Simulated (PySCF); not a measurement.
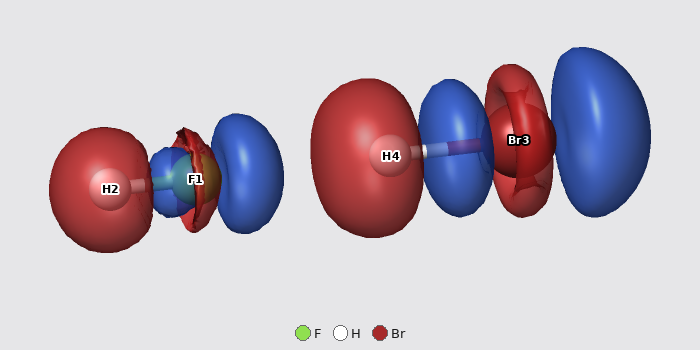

*BrFH$_{2}$, SMILES `F.Br`. Density of the complex less the densities of the two fragments at the same geometry, ±0.003 e/Å³ (blue: gain, red: loss). Fragment A: HF (atoms 1–2); fragment B: HBr.*

Computed with PySCF, PBE0/def2-SVP, geometry: GFN2-xTB. GFN2-xTB bond lengths at metals and heavier atoms can be off by up to 0.1 Å and shapes distorted, which carries into these values.

Cartesian coordinates (Å):

```
F1       2.7016    0.0001    0.0000
H2       3.6347   -0.0007    0.0000
Br3     -0.8152    0.0000    0.0000
H4       0.5832   -0.0009    0.0000
```

### Which way does charge flow?

Hirshfeld charges show 0.008 e passing from A to B. By Hirshfeld charges, electrons gather most on Br3 (−0.024 e) and leave H4 most (+0.015 e); 0.04 e is displaced in all, which induces a dipole of 0.44 D.

### What is the interaction energy, and which contacts carry it?

The counterpoise-corrected interaction energy of the frozen fragments is −2.4 kcal/mol without dispersion correction and −2.6 kcal/mol with D3(BJ). The pair geometry is semi-empirical, not a minimum at this level. Contacts: F1···H4, hydrogen bond, 2.12 Å, ρ = 0.013 a.u. The pose is a local one from a semi-empirical search, not shown to be the most stable.
